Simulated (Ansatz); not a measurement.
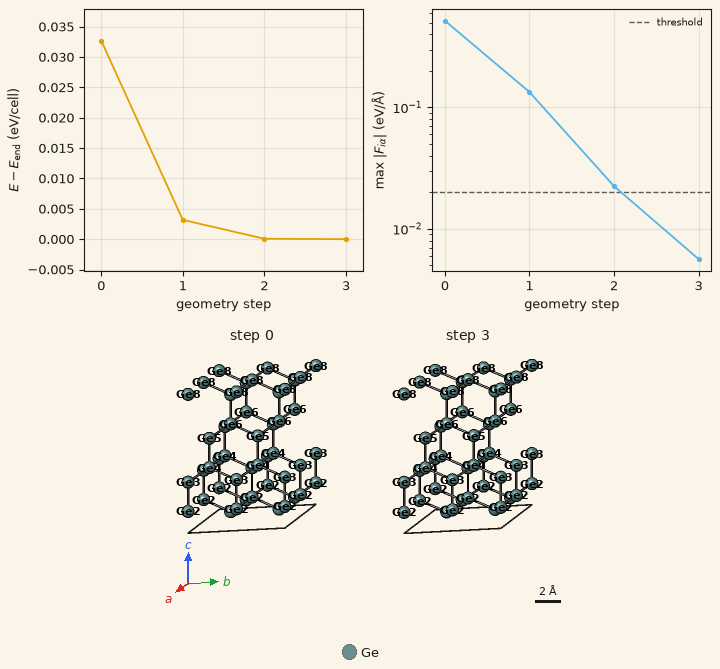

First and last geometry of a relaxation of a slab of composition Ge (cut from the Fd-3m phase), with the history of the run. Style: ball-and-stick. Shown: the 2 × 2 repeat of the cell, outlined in the plane, without the vacuum, slightly off an axis.

Case: (1 1 1) slab, atoms relaxed. The slab is the (1 1 1) face of Ge.

Computed with Ansatz 0.2.0, DFT r2SCAN, scalar-relativistic, plane waves, PAW. Set-up: plane-wave cutoff 500 eV; k-point mesh 9 × 9 × 1; occupations gaussian; smearing width 0.05 eV; no spin polarisation; dipole correction; atoms relaxed in a fixed cell; force threshold 0.02 eV/Å; at most 60 steps.

What do the curves and the structures tell?

Answer. It converged. The largest moves relative to the layer's centre, 0.078 Å, are those of Ge atoms. The cell doesn't change. Near-neighbour distances that change, for instance: Ge–Ge 2.457 → 2.525 Å, Ge–Ge 2.457 → 2.493 Å, Ge–Ge 2.457 → 2.441 Å. The energy falls by 32.7 meV per cell of the calculation in 3 geometry steps. Largest force component: 0.52 eV/Å at the start, 0.0056 eV/Å at the end.
